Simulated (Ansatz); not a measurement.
**BNHS (quartet): trial inputs and their diagnosis at distance B1–S2 = 1.717 Å**

4 inputs are run for BNHS (quartet) as typed; the log has to tell whether the result can be used and what must change.

Computed with Ansatz 0.2.0, Gaussian basis. Level: the settings change from run to run.

42 further runs of the same task are left out: 5 for a known fault of the program, 1 for a mislabelled method, 29 that didn't finish, 7 set aside as unsound or not needed.

### Step 1. The geometry

The geometry derives from a PBE0/def2-TZVP stationary point (not a proven minimum). One bond is set to the value named and the two fragments are kept rigid.

4 atoms, charge 0, spin multiplicity 4.

Atoms are counted from 1 here; the program's logs count them from 0.

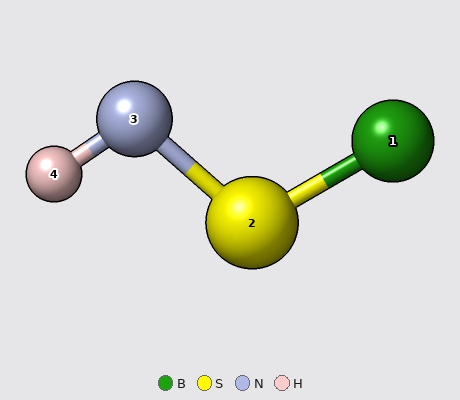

The geometry (boron green, sulfur yellow, nitrogen light blue, hydrogen pink); atoms are numbered from 1 in the order of the file.

### Step 2. Try 1

The input, in.yaml:

```yaml
crystal:
  periodic: [false, false, false]
  atoms:
    - {symbol: B, position_ang: [0.000000, -0.640544, 1.467262]}
    - {symbol: S, position_ang: [0.000000, 0.422404, 0.118737]}
    - {symbol: N, position_ang: [0.000000, -0.487577, -1.259149]}
    - {symbol: H, position_ang: [0.000000, 0.208234, -2.017340]}
basis:
  gaussian: {orbitals: cc-pVDZ}
magnetization: {spin_polarized: false, initial_magnetization: 3}
correlation: {active_space: {window: {electrons: 5, orbitals: 5}, states: [{multiplicity: 4, weights: [1, 1]}], root: 5}}
accuracy: high
scf: {lower_state_search: off}
```

Started as:

```console
ansatz run in.yaml --threads 1 --pin off --events-out ev --progress --plain --max-ram 2393MiB
```

Standard output:

```text
Error: the active space averages no state 5, counted from zero
```

Run time: 0.06 s. Hardware: 1 thread of AMD EPYC, shared host.

**Diagnosis.** The run was refused. The root asked for lies beyond the states averaged. Fix: average more states or name a lower root.

### Step 3. Try 2

The input, in.yaml:

```yaml
crystal:
  periodic: [false, false, false]
  atoms:
    - {symbol: B, position_ang: [0.000000, -0.640544, 1.467262]}
    - {symbol: S, position_ang: [0.000000, 0.422404, 0.118737]}
    - {symbol: N, position_ang: [0.000000, -0.487577, -1.259149]}
    - {symbol: H, position_ang: [0.000000, 0.208234, -2.017340]}
basis:
  gaussian: {orbitals: cc-pVDZ}
magnetization: {spin_polarized: false, initial_magnetization: 3}
correlation: {method: sc_nevpt2, electrons: outside_noble_gas, active_space: {window: {electrons: 5, orbitals: 5}, states: [{multiplicity: 4, weights: [1, 1, 1, 1, 1, 1, 1, 1, 1, 1, 1, 1, 1, 1, 1, 1, 1, 1, 1, 1, 1, 1, 1, 1, 1, 1, 1, 1, 1, 1]}]}}
accuracy: high
```

Launched as before.

Standard output:

```text
Functional definition: HF
  name "HF"
  cite "Fock, Z. Phys. 61, 126 (1930) doi:10.1007/BF01340294"
  parent pbe
  exchange = exact_x
  correlation = 0
1117 factors; integrals over basis functions are off by at most 3.4e-9 eV
mean field evaluation 1: about -12978.2074 eV, gradient 2.2e1 eV
mean field evaluation 2: about -12978.2842 eV, gradient 2.2e1 eV
mean field evaluation 4: about -12981.5042 eV, gradient 4.7e0 eV
mean field evaluation 8: about -12982.1191 eV, gradient 1.2e0 eV
mean field evaluation 16: about -12982.1306 eV, gradient 2.2e-8 eV
mean field evaluation 32: about -12978.1748 eV, gradient 1.8e-6 eV
mean field evaluation 64: about -12977.6277 eV, gradient 1.2e1 eV
mean field -12982.13062605 eV, -477.0845009032 hartree, gradient 3.0e-8 eV, S^2 3.750000; 8 other end points of the search recorded, 0 dependent functions left out
reference -12982.13062605 eV, -477.0845009032 hartree; 16, 13 occupied and 35, 38 virtual orbitals, 1117 factors
Error: 30 states are sought, and the space of determinants holds 24 states of this symmetry and spin
```

Wall time 8 s (1 thread of AMD EPYC, shared host).

What is wrong: The run stopped with an error. The list of states asked for (weights, spin or count) can't be met. Cure: mend what the message names.

### Step 4. Try 3

The input, in.yaml:

```yaml
crystal:
  periodic: [false, false, false]
  atoms:
    - {symbol: B, position_ang: [0.000000, -0.640544, 1.467262]}
    - {symbol: S, position_ang: [0.000000, 0.422404, 0.118737]}
    - {symbol: N, position_ang: [0.000000, -0.487577, -1.259149]}
    - {symbol: H, position_ang: [0.000000, 0.208234, -2.017340]}
basis:
  gaussian: {orbitals: STO-3G}
magnetization: {spin_polarized: false, initial_magnetization: 3}
hamiltonian: {xc: {name: r2SCAN}}
correlation: {method: fic_mrcisd_q, electrons: valence}
accuracy: high
```

Same command.

Standard output:

```text
Error: this correlation method needs an active space: name one as the reference
```

Run time: 0.1 s. Hardware: 1 thread of AMD EPYC, shared host.

Diagnosis: The run was refused. This method needs an active space and has none. To mend it, add an active_space block.

### Step 5. Try 4

The input, in.yaml:

```yaml
crystal:
  periodic: [false, false, false]
  atoms:
    - {symbol: B, position_ang: [0.000000, -0.640544, 1.467262]}
    - {symbol: S, position_ang: [0.000000, 0.422404, 0.118737]}
    - {symbol: N, position_ang: [0.000000, -0.487577, -1.259149]}
    - {symbol: H, position_ang: [0.000000, 0.208234, -2.017340]}
basis:
  gaussian: {orbitals: aug-cc-pVDZ}
magnetization: {spin_polarized: false, initial_magnetization: 3}
correlation: {method: fic_mrcisd_q, electrons: outside_noble_gas, active_space: {window: {electrons: 5, orbitals: 5}, states: [{multiplicity: 4, weights: [0]}]}}
```

The command is unchanged.

Standard output:

```text
Error: set 0 asks for 1 states and needs as many positive weights; it has [0.0]
```

Wall time 0.07 s (1 thread of AMD EPYC, shared host).

What is wrong: The run was refused. The list of states asked for (weights, spin or count) can't be met. Cure: mend what the message names.

### Step 6. Summary

```
try                      level                ended                                                               cause    time
  1        CASSCF(5,5)/cc-pVDZ              refused                  the root asked for lies beyond the states averaged  0.06 s
  2        NEVPT2(5,5)/cc-pVDZ  stopped by an error  the list of states asked for (weights, spin or count) can't be met     8 s
  3      'fic_mrcisd_q'/STO-3G              refused                      this method needs an active space and has none   0.1 s
  4  MRCISD+Q(5,5)/aug-cc-pVDZ              refused  the list of states asked for (weights, spin or count) can't be met  0.07 s
```

3 refused, 1 stopped by an error.
